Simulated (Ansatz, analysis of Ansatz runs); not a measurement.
# F centre in LiF: hyperfine coupling against experiment

Subject: F centre in LiF. Wanted: its hyperfine coupling, in one set-up (PBEsol, 64-site cell, PBEsol lattice, 420 eV, k: the single point 1/4 1/4 1/4 then 2x2x2 shifted 0.5 0.5 0.5). The model is a cell of 64 host atoms with 1 F taken out. The isotropic coupling follows from the spin density at the nucleus, the nuclear g-factor and the total spin. A local or semilocal functional is the cheapest first rung.

**The experiment.** 7Li, shell I: 39.06 MHz, by ENDOR (quoted in “F center in LiF: A quantum mechanical ab initio investigation of the hyperfine interaction between the unpaired electron at the vacancy and its first seven neighbors”, 2001, G. Mallia et al., quoting earlier work (1968)). 19F, shell II: 105.9 MHz, by ENDOR (quoted in “F center in LiF: A quantum mechanical ab initio investigation of the hyperfine interaction between the unpaired electron at the vacancy and its first seven neighbors”, 2001, G. Mallia et al., quoting earlier work (1968)). 7Li, shell III: 0.5 MHz, by ENDOR (quoted in “F center in LiF: A quantum mechanical ab initio investigation of the hyperfine interaction between the unpaired electron at the vacancy and its first seven neighbors”, 2001, G. Mallia et al., quoting earlier work (1968)). 19F, shell IV: 0.48 MHz, by ENDOR (quoted in “F center in LiF: A quantum mechanical ab initio investigation of the hyperfine interaction between the unpaired electron at the vacancy and its first seven neighbors”, 2001, G. Mallia et al., quoting earlier work (1968)).

Method: plane-wave PAW DFT, PBEsol; relaxation of all atoms of a defect supercell, in Ansatz 0.2.0.

## (1) Starting point

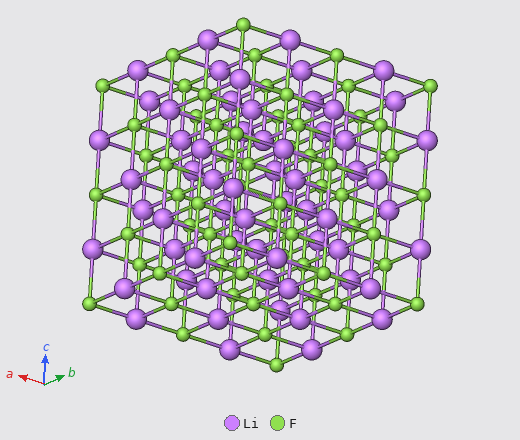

The cell as given, from a free direction (lithium purple, fluorine green). Some periodic images of atoms are drawn too.

The cell holds 63 atoms: 32 Li and 31 F. Its edges and angles: a = 8.016 Å, b = 8.016 Å, c = 8.016 Å, α = 90.0°, β = 90.0°, γ = 90.0°. It derives from LiF (space group Fm-3m). Nearest the centre at fractional (0.250, 0.500, 0.500): Li12 at 2.00 Å, Li27 at 2.00 Å, Li28 at 2.00 Å, Li19 at 2.00 Å, Li25 at 2.00 Å, Li56 at 2.00 Å, F14 at 2.83 Å, F8 at 2.83 Å.

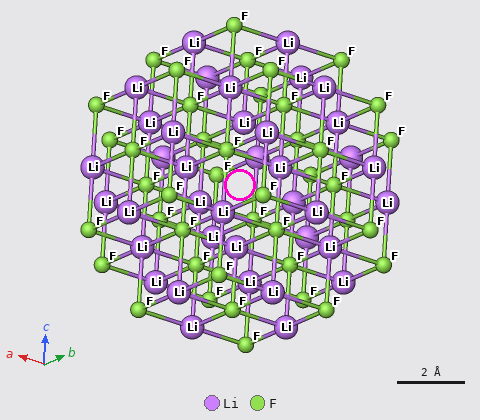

The atoms within 5 Å of the centre. A ring marks the centre wherever it is empty.

The host's primitive cell comes from a first run (plane-wave PAW DFT, PBEsol; relaxation of the host's cell and atoms): vectors of 2.834, 2.834 and 2.834 Å. That is 8.05 Å³ an atom, 1.5 % under the diffraction cell's volume. The supercell is built on it.

## (2) Relaxation, charge 0

Every later number rests on the structure around the defect, so the atoms are relaxed at the host's lattice first.

relax/input.yaml

```yaml
relax:
  f_tol: 0.02
  max_steps: 80
  escape_saddle: false
crystal:
  lattice:
    - [8.01586656, 0.0, 0.0]
    - [0.0, 8.01586656, 0.0]
    - [0.0, 0.0, 8.01586656]
  atoms:
    - { symbol: Li, position: [0.0, 0.0, 0.0] }
    - { symbol: Li, position: [0.0, 0.25, 0.25] }
    - { symbol: Li, position: [0.25, 0.0, 0.25] }
    - { symbol: Li, position: [0.25, 0.25, 0.0] }
    - { symbol: F, position: [0.0, 0.0, 0.25] }
    - { symbol: F, position: [0.0, 0.25, 0.0] }
    - { symbol: F, position: [0.25, 0.0, 0.0] }
    - { symbol: F, position: [0.25, 0.25, 0.25] }
    - { symbol: Li, position: [0.0, 0.0, 0.5] }
    - { symbol: Li, position: [0.0, 0.25, 0.75] }
    - { symbol: Li, position: [0.25, 0.0, 0.75] }
    - { symbol: Li, position: [0.25, 0.25, 0.5] }
    - { symbol: F, position: [0.0, 0.0, 0.75] }
    - { symbol: F, position: [0.0, 0.25, 0.5] }
    - { symbol: F, position: [0.25, 0.0, 0.5] }
    - { symbol: F, position: [0.25, 0.25, 0.75] }
    - { symbol: Li, position: [0.0, 0.5, 0.0] }
    - { symbol: Li, position: [0.0, 0.75, 0.25] }
    - { symbol: Li, position: [0.25, 0.5, 0.25] }
    - { symbol: Li, position: [0.25, 0.75, 0.0] }
    - { symbol: F, position: [0.0, 0.5, 0.25] }
    - { symbol: F, position: [0.0, 0.75, 0.0] }
    - { symbol: F, position: [0.25, 0.5, 0.0] }
    - { symbol: F, position: [0.25, 0.75, 0.25] }
    - { symbol: Li, position: [0.0, 0.5, 0.5] }
    - { symbol: Li, position: [0.0, 0.75, 0.75] }
    - { symbol: Li, position: [0.25, 0.5, 0.75] }
    - { symbol: Li, position: [0.25, 0.75, 0.5] }
    - { symbol: F, position: [0.0, 0.5, 0.75] }
    - { symbol: F, position: [0.0, 0.75, 0.5] }
    - { symbol: F, position: [0.25, 0.75, 0.75] }
    - { symbol: Li, position: [0.5, 0.0, 0.0] }
    - { symbol: Li, position: [0.5, 0.25, 0.25] }
    - { symbol: Li, position: [0.75, 0.0, 0.25] }
    - { symbol: Li, position: [0.75, 0.25, 0.0] }
    - { symbol: F, position: [0.5, 0.0, 0.25] }
    - { symbol: F, position: [0.5, 0.25, 0.0] }
    - { symbol: F, position: [0.75, 0.0, 0.0] }
    - { symbol: F, position: [0.75, 0.25, 0.25] }
    - { symbol: Li, position: [0.5, 0.0, 0.5] }
    - { symbol: Li, position: [0.5, 0.25, 0.75] }
    - { symbol: Li, position: [0.75, 0.0, 0.75] }
    - { symbol: Li, position: [0.75, 0.25, 0.5] }
    - { symbol: F, position: [0.5, 0.0, 0.75] }
    - { symbol: F, position: [0.5, 0.25, 0.5] }
    - { symbol: F, position: [0.75, 0.0, 0.5] }
    - { symbol: F, position: [0.75, 0.25, 0.75] }
    - { symbol: Li, position: [0.5, 0.5, 0.0] }
    - { symbol: Li, position: [0.5, 0.75, 0.25] }
    - { symbol: Li, position: [0.75, 0.5, 0.25] }
    - { symbol: Li, position: [0.75, 0.75, 0.0] }
    - { symbol: F, position: [0.5, 0.5, 0.25] }
    - { symbol: F, position: [0.5, 0.75, 0.0] }
    - { symbol: F, position: [0.75, 0.5, 0.0] }
    - { symbol: F, position: [0.75, 0.75, 0.25] }
    - { symbol: Li, position: [0.5, 0.5, 0.5] }
    - { symbol: Li, position: [0.5, 0.75, 0.75] }
    - { symbol: Li, position: [0.75, 0.5, 0.75] }
    - { symbol: Li, position: [0.75, 0.75, 0.5] }
    - { symbol: F, position: [0.5, 0.5, 0.75] }
    - { symbol: F, position: [0.5, 0.75, 0.5] }
    - { symbol: F, position: [0.75, 0.5, 0.5] }
    - { symbol: F, position: [0.75, 0.75, 0.75] }
basis:
  ecutwfc: 420
  xc_grid: 2
hamiltonian:
  xc: pbesol
kpoints:
  mp_grid: { grid: [1, 1, 1], shift: [0.25, 0.25, 0.25] }
magnetization:
  spin_polarized: true
  initial_magnetization: 1
  spin_locking: { lock_magnetization: hard }
scf:
  occupations: { method: fermi_dirac, width: 0.01 }
  max_iter: 120
output:
  forces: true
checkpoint:
  write: "../relax.run"
  compress: false
  write_wavefunctions: true
  write_every: 100000
```

Launch:

```bash
$ ansatz run input.yaml --threads 2 --pin off --max-ram 3768MiB --backend cpu --events-out ev --progress --plain --runs-dir out
```

Numbers of over 12 decimals in the logs are rounded to 6 here.

The program printed:

```text
[... repeated set-up lines and file paths are left out, and long positions are rounded to six places ...]
Engine: ansatz 0.2.0, x86_64-unknown-linux-gnu
Pseudopotentials: kind: paw
Pseudopotential: Li, paw, valence charge 3, recommended cutoff 420 eV (normal), Li.paw.azcp
Pseudopotential: F, paw, valence charge 7, recommended cutoff 420 eV (normal), F.paw.azcp
Functional definition: PBEsol
  exchange = pbesol_x
  correlation = pbesol_c
Crystal: 63 atoms, lattice volume = 515.052 Å³
Basis set: ecut = 420 eV, 10059 PW (Γ), exchange–correlation on 108×108×108 points (8 copies of the dense FFT grid, shifted against one another)
Bands: 220, of which v1, the nominal top of the filled ones, is band 157 counted from 1 (156 counted from 0)
Symmetry: 12 space group operations
k-points: 1
Non-local potential: Li, projectors of the file, l = 0: 3, l = 1: 2, l = 2: 1
Non-local potential: F, projectors of the file, l = 0: 2, l = 1: 2, l = 2: 1
PAW form: soft (Blöchl's): semilocal exchange-correlation on the pseudo side does not see the compensation charge
PAW frozen core: F, regenerated for the run's functional, and the local potential with it (the file was generated under x = pbe(κ = 0.804, μ = 0.219515), c = pbe(β = 0.066725))
PAW one-centre angular grid: Li, 110 points (default); XC on 64 Gauss nodes
PAW one-centre angular grid: F, 110 points (default); XC on 64 Gauss nodes
Initial density: superposition of atomic densities (chi_scale 0.1, normalization cell, long waves kept (reshape's long-wave potential 0.36 eV rms))
Starting moments: Σ|m| = 1 μB on 63 of 63 sites
Initial wavefunctions: pseudopotential atomic-orbital guess
Functional: x = pbesol(κ = 0.804, μ = 0.123457), c = pbesol(β = 0.046)
SCF iter   1: F=—  HF=-31405.962858 eV  |F-HF|=—  |Δ(HF+E_count)|=         —  Δρ=3.30e-2 (↑3.14e-2 ↓3.30e-2)  dr2=1.31e1  dr2_m=9.88e-2  M=1.000 μB ∫|m|=1.027 μB  β_m=0.30  ethr=3.10e-3  ⟨swp⟩=6.0  Hψ=1894  notcnv=0  defer=46
preconditioner: auto → Resta (q_TF=auto, 2.511 Å⁻¹)  ε∞=2.8  [insulator: Δε(μ)=4.086 eV  Ē_g=19.124 eV  σ=0.010 eV  W_gap=1.00  n_scr=146 (ndim 8)  ℏωp=25.8 eV  f_vac=0.000  D(μ)=0.00/eV (n_scr^D=0)  ε∞_Penn≈2.8]
spin=Collinear: Resta preconditioning applied to the charge; magnetization (m = ρ↑ − ρ↓) channel mixes plain (no charge-response kernel on spin).
SCF iter   2: F=—  HF=-31404.945478 eV  |F-HF|=—  |Δ(HF+E_count)|=    1.02e0  Δρ=2.14e-2 (↑1.98e-2 ↓2.14e-2)  dr2=5.30e0  dr2_m=5.31e-2  M=1.000 μB ∫|m|=1.023 μB  β_m=0.52  ethr=3.10e-3  ⟨swp⟩=2.0  Hψ=519  notcnv=0  defer=114
SCF iter   3: F=—  HF=-31405.121123 eV  |F-HF|=—  |Δ(HF+E_count)|=   1.76e-1  Δρ=6.85e-3 (↑6.53e-3 ↓6.85e-3)  dr2=6.66e-1  dr2_m=4.05e-3  M=1.000 μB ∫|m|=1.016 μB  β_m=0.62  ethr=1.69e-3  ⟨swp⟩=4.0  Hψ=584  notcnv=0  defer=114
SCF iter   4: F=—  HF=-31405.110647 eV  |F-HF|=—  |Δ(HF+E_count)|=   1.05e-2  Δρ=1.18e-3 (↑1.08e-3 ↓1.18e-3)  dr2=1.23e-2  dr2_m=2.31e-4  M=1.000 μB ∫|m|=1.012 μB  β_m=0.81  ethr=2.13e-4  ⟨swp⟩=3.5  Hψ=740  notcnv=0  defer=110
SCF iter   5: F=—  HF=-31405.141881 eV  |F-HF|=—  |Δ(HF+E_count)|=   3.12e-2  Δρ=2.49e-4 (↑2.39e-4 ↓2.49e-4)  dr2=7.25e-4  dr2_m=5.79e-6  M=1.000 μB ∫|m|=1.010 μB  β_m=0.75  ethr=3.92e-6  ⟨swp⟩=3.5  Hψ=588  notcnv=0  defer=110
SCF iter   6: F=—  HF=-31405.142260 eV  |F-HF|=—  |Δ(HF+E_count)|=   3.80e-4  Δρ=1.14e-4 (↑1.14e-4 ↓1.07e-4)  dr2=1.43e-4  dr2_m=9.26e-7  M=1.000 μB ∫|m|=1.010 μB  β_m=0.68  ethr=2.32e-7  ⟨swp⟩=2.5  Hψ=696  notcnv=0  defer=110
SCF iter   7: F=—  HF=-31405.142227 eV  |F-HF|=—  |Δ(HF+E_count)|=   3.29e-5  Δρ=3.01e-5 (↑3.01e-5 ↓2.77e-5)  dr2=1.22e-5  dr2_m=1.15e-7  M=1.000 μB ∫|m|=1.010 μB  β_m=0.84  ethr=4.58e-8  ⟨swp⟩=2.0  Hψ=518  notcnv=0  defer=110
SCF iter   8: F=-31405.142228 eV  HF=-31405.142228 eV  |F-HF|=5.36e-7  |Δ(HF+E_count)|=   6.18e-7  Δρ=8.07e-6 (↑8.07e-6 ↓7.84e-6)  dr2=9.80e-7  dr2_m=6.42e-9  M=1.000 μB ∫|m|=1.010 μB  ethr=3.19e-9  ⟨swp⟩=3.0  Hψ=928  notcnv=0
SCF 1 converged in 8 iterations: F = -31405.142228 eV  dr2 = 9.80e-7
  greatest PAW one-centre occupation: 1.000 electrons in one spin orbital (limit 2), on the Li atom at site 56 (counted from 0), in its partial waves of l = 0
relax step   1: F+E_penalty+E_count = -31405.14222756 eV  Δ(F+E_penalty+E_count) = +0.000e0 eV  max|allowed force component| = 1.958e-1 eV/Å  Δτ_max = 0.0000 Å  (8 SCF iters, dr2 threshold 1.00e-5 eV, accepted)
[... the SCF cycles and remarks between the steps are left out from here to the last step ...]
relax step   2: F+E_penalty+E_count = -31405.15735135 eV  Δ(F+E_penalty+E_count) = -1.512e-2 eV  max|allowed force component| = 1.074e-1 eV/Å  Δτ_max = 0.0161 Å  (5 SCF iters, dr2 threshold 2.40e-6 eV, accepted)
relax step   3: F+E_penalty+E_count = -31405.16898339 eV  Δ(F+E_penalty+E_count) = -1.163e-2 eV  max|allowed force component| = 1.582e-2 eV/Å  Δτ_max = 0.0267 Å  (6 SCF iters, dr2 threshold 7.22e-7 eV, accepted)
iter 1 solved again at ethr=1.45e-10 eV; its pass at ethr=3.10e-3 eV (dr2=4.52e-7 eV) is discarded
SCF iter   1: F=—  HF=-31405.168984 eV  |F-HF|=—  |Δ(HF+E_count)|=         —  Δρ=6.29e-6 (↑6.29e-6 ↓6.28e-6)  dr2=4.57e-7  dr2_m=8.28e-10  M=1.000 μB ∫|m|=1.010 μB  β_m=0.30  ethr=1.45e-10  ⟨swp⟩=1.0  Hψ=1220  notcnv=0  defer=110
iter 2 did not close the SCF: its close was put off for a magnetic moment that had not settled (scf_convergence_deferred on its scf_iter line)
SCF iter   2: F=-31405.168984 eV  HF=-31405.168984 eV  |F-HF|=3.94e-8  |Δ(HF+E_count)|=   1.11e-7  Δρ=2.27e-6 (↑2.27e-6 ↓2.26e-6)  dr2=7.30e-8  dr2_m=4.86e-10  M=1.000 μB ∫|m|=1.010 μB  β_m=0.38  ethr=3.19e-11  ⟨swp⟩=2.0  Hψ=1084  notcnv=0
SCF iter   3: F=-31405.168984 eV  HF=-31405.168984 eV  |F-HF|=6.22e-10  |Δ(HF+E_count)|=   1.07e-8  Δρ=6.98e-7 (↑6.87e-7 ↓6.98e-7)  dr2=1.22e-8  dr2_m=1.63e-10  M=1.000 μB ∫|m|=1.010 μB  ethr=2.33e-11  ⟨swp⟩=1.0  Hψ=965  notcnv=0
SCF 4 converged in 3 iterations: F = -31405.168984 eV  dr2 = 1.22e-8
relax step   4: F+E_penalty+E_count = -31405.16898364 eV  Δ(F+E_penalty+E_count) = -2.457e-7 eV  max|allowed force component| = 1.583e-2 eV/Å  Δτ_max = 0.0000 Å  (3 SCF iters, accepted)
NSCF: frozen V_eff on 1 k-points
the band table was solved once a step of the walk had ended and its energy, with any forces and stress, was formed, with the checks that follow a solve (1980 applications of the Hamiltonian). They found nothing against the state; [...]
SCF converged after 3 iterations
Magnetization: 1.0000 μB (157.0000 up, 156.0000 down)
Absolute magnetization: 1.0104 μB (∫|ρ↑−ρ↓|, with the PAW one-centre terms)
Spin contamination: 0.0008 ħ² per cell (⟨S²⟩ above its minimum at these occupations)
Per-site moments (μB) at R_I (Å): [(2.2681009958938983e-5, 0.826574), (0.000151526, 0.826293), (0.00030909, 0.823234), [... 60 left out ...]
Free energy (F): -31405.168984 eV
Harris-Foulkes:  -31405.168984 eV  (|F-HF|=6.22e-10)
Internal energy: -31405.168984 eV  (E = F + TS)
E sigma→0 (E₀):  -31405.168984 eV
Fermi energy:    7.728921 (↑ 8.629863, ↓ 4.720052) eV
--- Per-component energies (eV) ---
  E_band       = -3721.022251
  E_kinetic    = 7152.671853
  E_local      = -20385.931732  (includes V_loc(G=0)·N_el)
  E_nonlocal   = 1232.768673
  E_hartree    = 7166.189321
  E_xc         = -2811.350208
  E_vxc        = -3629.952852  (∫ρ·V_xc dr)
  E_paw        = -6637.647841  (= ΣΔE_a)
  E_vpaw       = -2423.021279  (= ΣTr[D̂ρ^β])
  E_aug_tail   = 0.065408  (compensation charges beyond the density's cutoff)
  E_ewald      = -17123.250178
  E_core_change = 1.315722  (= ΣΔE_core)
  E_smearing   = -0.000000  (= −TS)
  E_closure    = 0.000000  (closes the sum)
  Σ components = -31405.168984   (vs F -31405.168984, Δ=0.00e0)
--- Forces (eV/Å), atoms counted from 1 ---
  atom   1  Li    -0.00922505    -0.00003106    -0.00003106
  atom   2  Li     0.00435682     0.00435682     0.00435682
  [... 5 atoms left out ...]
  atom   8  F     -0.00001807    -0.00121098    -0.00121098
  [... 3 atoms left out ...]
  atom  12  Li    -0.00013930     0.00166824    -0.00013930
  [... 1 atom left out ...]
  atom  14  F     -0.00121098    -0.00121098    -0.00001807
  [... 4 atoms left out ...]
  atom  19  Li    -0.00013930    -0.00013930     0.00166824
  [... 4 atoms left out ...]
  atom  24  F     -0.00000000     0.00140091    -0.00140091
  atom  25  Li     0.00166824    -0.00013930    -0.00013930
  [... 1 atom left out ...]
  atom  27  Li     0.00013930     0.00013930    -0.00166824
  atom  28  Li     0.00013930    -0.00166824     0.00013930
  [... 2 atoms left out ...]
  atom  31  F      0.00001807     0.00121098     0.00121098
  [... 24 atoms left out ...]
  atom  56  Li    -0.00166824     0.00013930     0.00013930
  [... 7 atoms left out ...]
  max |Σ_I F_I| component: 7.26e-18 eV/Å
--- Band table (eV) ---
  k-point 0 ↑: bands = ["-39.2941", "-39.2744", "-39.2744", "-39.2679", [... 212 left out ...] "18.1322", "18.8007", "18.8007", "18.9224"]
  k-point 0 ↓: bands = ["-39.2917", "-39.2725", "-39.2725", "-39.2651", [... 212 left out ...] "18.3476", "18.8503", "18.8503", "18.9422"]
--- Relaxed structure (4 steps of the walk, 4 accepted, 0 SCFs on fresh bases) ---
  F+E_penalty+E_count = -31405.16898364 eV   max|allowed force component| = 1.583e-2 eV/Å
  atoms:
    - { symbol: Li, position: [1.887564325865641e-5, 1.7346072089111658e-6, 1.7346072089111436e-6] }
    - { symbol: Li, position: [8.295878224286947e-5, 0.250083, 0.250083] }
    [... 5 atoms left out ...]
    - { symbol: F, position: [0.249974, 0.248983, 0.248983] }
    [... 3 atoms left out ...]
    - { symbol: Li, position: [0.249977, 0.244660, 0.499977] }
    [... 1 atom left out ...]
    - { symbol: F, position: [-0.001017, 0.248983, 0.499974] }
    [... 4 atoms left out ...]
    - { symbol: Li, position: [0.249977, 0.499977, 0.244660] }
    [... 4 atoms left out ...]
    - { symbol: F, position: [0.25, 0.751018, 0.248982] }
    - { symbol: Li, position: [-0.005340, 0.499977, 0.499977] }
    [... 1 atom left out ...]
    - { symbol: Li, position: [0.250023, 0.500023, 0.755340] }
    - { symbol: Li, position: [0.250023, 0.755340, 0.500023] }
    [... 2 atoms left out ...]
    - { symbol: F, position: [0.250026, 0.751017, 0.751017] }
    [... 24 atoms left out ...]
    - { symbol: Li, position: [0.505340, 0.500023, 0.500023] }
    [... 7 atoms left out ...]
```

The job ended after 30 s (2 threads of AMD EPYC 7R43, shared host; peak memory 1.5 GiB).

[end of part 1 of 2]

[Logs are printed without paths, hosts, clocks, repeated set-up lines and the standing remarks that a program may print on its own settings, such as how far it seeks lower states.]

[Hosts, paths, dates, database ids (printed as entryN), source tags and the programs' standing remarks are cut or masked in the printed files.]

[For some hosts the program warned that the k-mesh of the response run may be too coarse for force constants and the static dielectric constant; such warnings are not shown here.]
